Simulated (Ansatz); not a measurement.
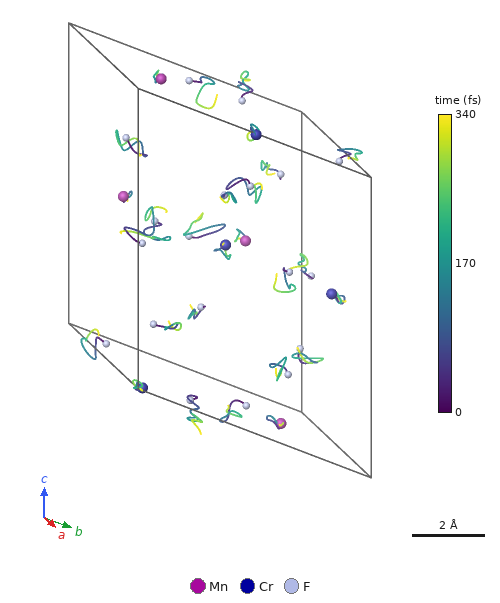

First-principles dynamics of MnCrF₅ with an F vacancy (27 atoms in the cell), 340 fs long. It starts from the last geometry of an earlier run, with fresh velocities. Lines trace each atom's path, coloured by time; spheres stand at the starting positions. Seen slightly off an axis in the reduced simulation cell.

Theory: Ansatz, DFT LDA, scalar-relativistic, plane waves, PAW. Set-up: plane-wave cutoff 420 eV; k-point mesh 2 × 2 × 2; Fermi-Dirac smearing 0.05 eV; spin collinear; low-accuracy preset; Nosé-Hoover thermostat (NVT); set temperature 1170 K; time step 2 fs; thermostat time 200.0 fs.

**How do the atoms move?**

In the second half of the run the atoms are, in the root-mean-square, this far from where they began (common drift taken out): F 0.60 Å, Cr 0.29 Å, Mn 0.23 Å. Against the typical shortest distance between atoms in the first frame, about 1.9 Å, the F atoms wander away from their sites and keep going, while the Mn and Cr atoms only vibrate. Over the second half the temperature averages 1076 K (spread ±149 K). The potential energy in the second half lies on average 41.8 meV per atom above the first frame. The conserved quantity stays between −0.067 and 0.3 meV per atom of its start. A straight-line fit has a slope that amounts to +0.091 meV per atom over 340 fs (under 0.1 % of the mean kinetic energy), and the ripple about it is 0.4 % of the kinetic energy's fluctuation. With a drift under 2 % and a ripple under 7 %, the integration is accurate.

Limits of the set-up: the program's low-accuracy preset was used; the periodic images lie only 6.4 Å apart, so the values are limited by the cell's size.

Cost: 32 min on 4 threads of AMD EPYC 9R14 (Zen 4), with other jobs on the host, peak memory 1.8 GiB.
